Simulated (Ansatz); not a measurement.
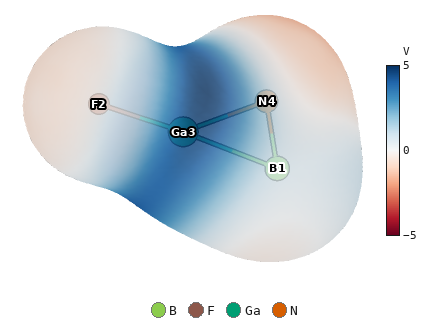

The picture shows: BFGaN (SMILES [F][Ga]1[B]=[N]1). The molecular electrostatic potential painted on the density surface at 0.004 e/bohr³, seen at a tilt; the colour scale runs from red (negative) to blue (positive).

Geometry: PBE0-D3(BJ)/def2-SVP.

Method: isolated molecule in a Gaussian basis; Kohn-Sham density functional theory, functional PBE0 (Ansatz 0.2.0).

Describe the electrostatic potential map.

The most negative region (about −1.7 V) lies over N4, the most positive (about +4.8 V) over Ga3. N4 is the likeliest acceptor of a hydrogen bond.
